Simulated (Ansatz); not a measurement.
# Response to strain in Ti

Take Ti in the hcp (Mg type) structure (space group P6_3/mmc, No. 194; a = 2.864 Å, c = 4.537 Å; relaxed with 0.1 eV smearing) as the base. Axes: x lies along a and z along c of the hexagonal cell.

Strains are applied to the cell and any free atomic positions relax.

Level of theory: LDA (Ansatz, a quantum-chemistry and plane-wave program, PAW, no spin-orbit coupling).

Notes on the quantities. energy relative to the base: free energy F.

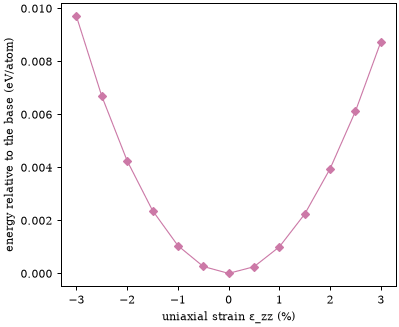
Figure: Energy relative to the base against uniaxial strain ε_zz

| uniaxial strain ε_zz (%) | energy relative to the base |
|---|---|
| -3 | +9.7 meV/atom |
| -2.5 | +6.7 meV/atom |
| -2 | +4.2 meV/atom |
| -1.5 | +2.4 meV/atom |
| -1 | +1.0 meV/atom |
| -0.5 | +0.3 meV/atom |
| 0.5 | +0.3 meV/atom |
| 1 | +1.0 meV/atom |
| 1.5 | +2.2 meV/atom |
| 2 | +4.0 meV/atom |
| 2.5 | +6.1 meV/atom |
| 3 | +8.7 meV/atom |

Stability against distortions was not tested. The final runs are not spin-polarised.
